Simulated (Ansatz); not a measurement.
# H7PSi2Te: the cost of one run

Computed with Ansatz 0.2.0, driven from Python. Level of theory: PBE0/def2-SVPD.

### Step 1. The structure

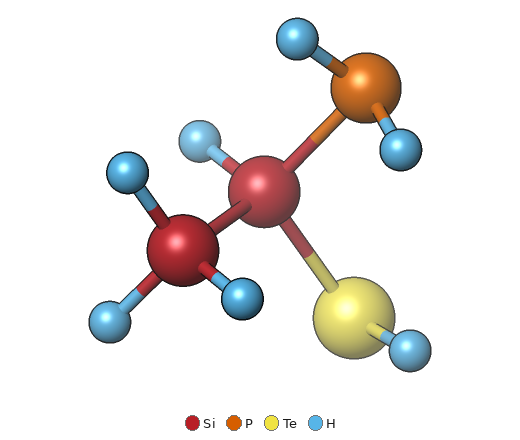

The structure that the script starts from, seen from a chosen angle (silicon red, phosphorus orange, tellurium yellow, hydrogen blue).

No structure file is read: the coordinates are typed or built in the script.

### Step 2. The script

Contents of h7psi2te.py:

```python
"""Vertical ionisation energy of H7PSi2Te."""

import ansatz as az
from ase import Atoms


def energy(molecule, charge=0, unpaired=0):
    calc = (
        molecule.calculation()
        .basis(gaussian="def2-SVPD")
        .functional("PBE0")
    )
    if charge:
        calc = calc.charge(charge)
    if unpaired:
        calc = calc.spin("collinear", total=unpaired)
    return calc.run(threads=1, pin="off").report["free_energy_ev"]

atoms = Atoms(["Si", "Si", "P", "Te", "H", "H", "H", "H", "H", "H", "H"], positions=[
    (-0.8986, 1.1193, 0.4313),
    (0.073, -0.2727, -0.9523),
    (2.1025, -0.6214, -0.2515),
    (-1.0961, -2.4081, -0.9666),
    (-2.3174, 1.3901, -0.0716),
    (-0.9827, 0.6103, 1.7731),
    (-0.1787, 2.4358, 0.442),
    (0.1535, 0.3069, -2.3171),
    (1.7238, -0.839, 1.1769),
    (2.4121, 0.7905, -0.0123),
    (-0.926, -2.5686, 0.7686),
])
molecule = az.Crystal.molecule_from_ase(atoms)

# delta-SCF style differences, no relaxation
parent = energy(molecule, 0, 0)
cation = energy(molecule, 1, 1)
print(f"E(N)   = {parent:.5f} eV")
print(f"E(N-1) = {cation:.5f} eV  (1 unpaired)")
print(f"vertical ionisation energy {cation - parent:.3f} eV")
```

### Step 3. Launch

Started as:

```sh
python h7psi2te.py
```

Q: Estimate wall time and peak memory on 1 thread of Arm Neoverse V1, shared host.

About 34 s, with a peak of 0.71 GiB.
